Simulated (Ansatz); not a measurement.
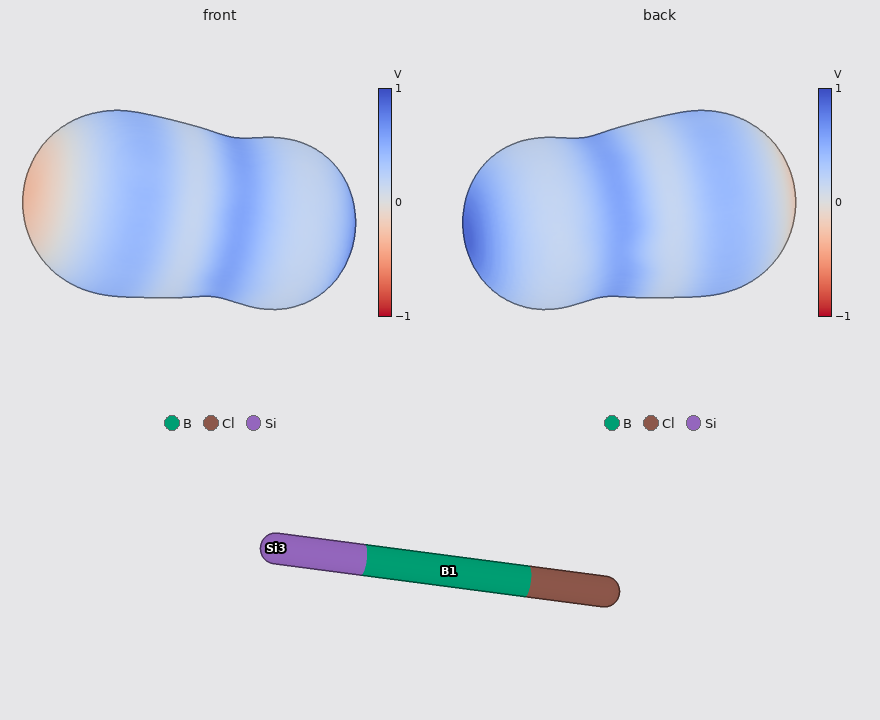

Figure 1: BClSi (SMILES [Si]=BCl) (triplet). The molecular electrostatic potential painted on the density surface at 0.002 e/bohr³, seen from the front and from behind; red is negative and blue positive. The bare structure is drawn below in the same view.

Geometry: BLYP-D3(BJ)/def2-SVP.

These are results of isolated molecule in a Gaussian basis; Kohn-Sham density functional theory, functional PBE0 in Ansatz, not measurements.

> Describe the electrostatic potential map.

The most negative region (about −0.3 V) lies over Si3, the most positive (about +0.8 V, or +18 kcal/mol for a unit charge) over Cl2. Cl2 shows a σ-hole: about +0.8 V, or +18 kcal/mol for a unit charge at the tip opposite its bond, against about +0.2 V on its flanks.

> What dipole moment does the calculation give?

Its dipole moment is 0.81 D.
